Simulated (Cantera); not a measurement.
Feed: 1 mol CH4, 0.52 mol O2, 0.2 mol N2, equilibrated at 38300 Torr.

These are equilibrium values from Cantera (NASA tables, ideal gas, pure condensed phases), not measurements of a reactor. Candidate condensed phases: C, C6H6, C7H8, C8H18, H2O; 136 gas species. The ideal-gas law is rough above about 30 bar. Rates play no part.

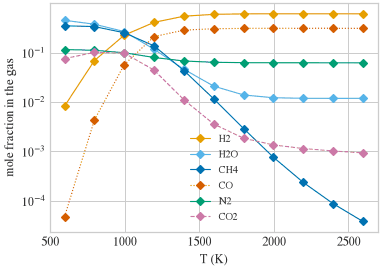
Fig. 1. Equilibrium gas composition (values under 1e-9 drawn at 1e-9)

From 598 K to 1198 K the condensed part is C(graphite). From 1398 K to 2598 K nothing is condensed. The main C-bearing gas is CH4 at 598 K and CO at 2598 K.
